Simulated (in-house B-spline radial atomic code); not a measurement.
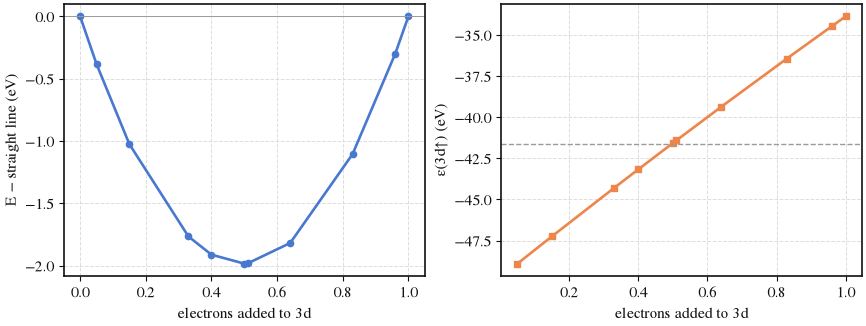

Computed with an in-house B-spline radial code: scalar-relativistic (spin-free one-electron X2C) PBE0, spin-polarised, spherical fractional occupations, Fermi nucleus, basis-set limit. The occupation of the 3d shell is varied from Ti⁴⁺ ([Ar]) to Ti³⁺ ([Ar] 3d1 (high spin)), with spherical fractional occupations. The plot shows the total energy less the straight line between the end points, and the eigenvalue of 3d↑ (the dashed line is minus the energy to take the whole electron out).

Is the energy convex or concave in the occupation, and by how much?

The curve is convex (below the straight line), with the largest deviation among the points computed, −1.98 eV, at 0.5. The end points differ by 41.6 eV, the energy to take the electron out. The eigenvalue, which is the slope of the energy (Janak's theorem), moves from −48.9 eV at 0.05 to −33.9 eV at 1; for a straight line it would stay constant, and a parabola would sag by an eighth of this change, scaled to a whole electron, 1.98 eV. Convexity is the mark of the delocalisation error, which puts fractional charges too low; for p, d and f shells the spherical spreading of the fraction adds to it. Exact exchange at spherical fractional occupations leaves self-interaction in partly filled shells, which adds to the curvature.
